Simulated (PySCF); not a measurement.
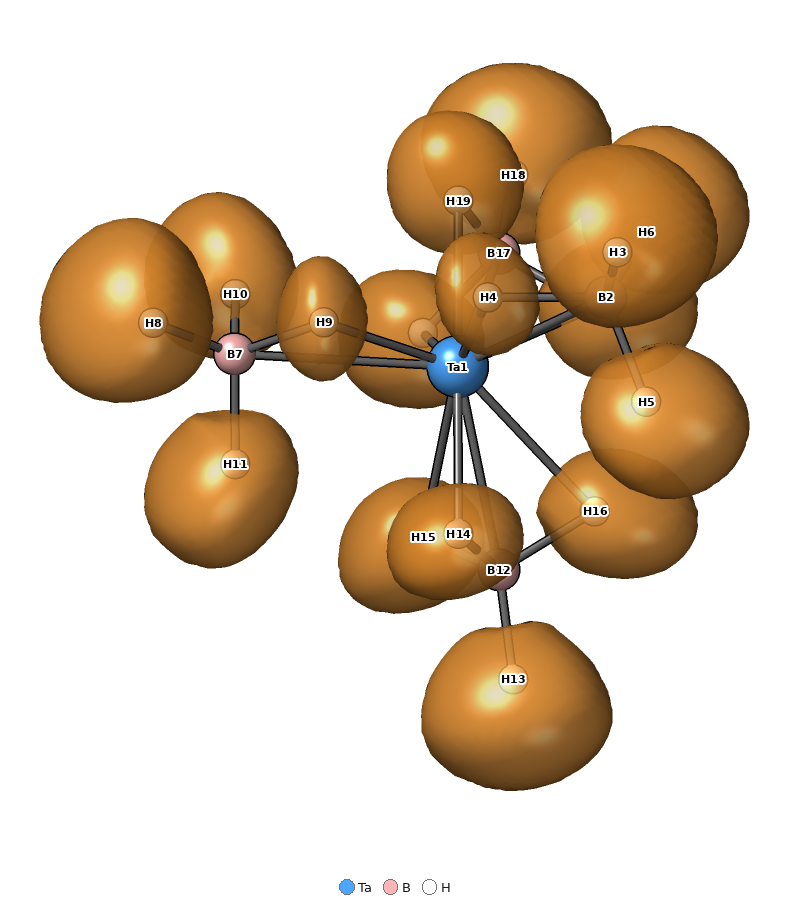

*B$_{4}$H$_{16}$Ta (charge −1, triplet). Isosurface of the electron localisation function at 0.9 (orange), seen at a tilt. Only the valence region is drawn (cores and ρ < 0.01 e/Å³ removed).*

Core potentials replace the inner electrons of Ta.

Computed with UKS r2SCAN, Ta def2-SVP with ECP60, B def2-SVP, H def2-SVP; non-relativistic Hamiltonian with scalar-relativistic core potentials where named; density fitting in PySCF 2.14.0.

```xyz
21

Ta    0.0000    0.0000    0.0104
B     1.5387    1.5387    1.1884
H     1.9233    1.9233    2.2855
H     0.6793    0.6793    1.6415
H     2.4246    0.9797    0.5459
H     0.9797    2.4246    0.5459
B    -1.5387   -1.5387    1.1884
H    -1.9233   -1.9233    2.2855
H    -0.6793   -0.6793    1.6415
H    -2.4246   -0.9797    0.5459
H    -0.9797   -2.4246    0.5459
B     1.3449   -1.3449   -1.2885
H     2.1448   -2.1448   -1.7307
H     1.4162   -1.4162   -0.0088
H     0.1577   -1.5805   -1.5922
H     1.5805   -0.1577   -1.5922
B    -1.3449    1.3449   -1.2885
H    -2.1448    2.1448   -1.7307
H    -1.4162    1.4162   -0.0088
H    -0.1577    1.5805   -1.5922
H    -1.5805    0.1577   -1.5922
```

**Identify the bonds, lone pairs and shells in this picture.**

The ELF exceeds this value in 16 regions around hydrogen nuclei. Along the contacts the grid gives the following. Ta–B (2.30 Å): the ELF is about 0.25 at the midpoint. B–H (1.21 Å): the ELF climbs to about 1 towards the hydrogen, as it does in any bond to H; an ordinary covalent bond to hydrogen.
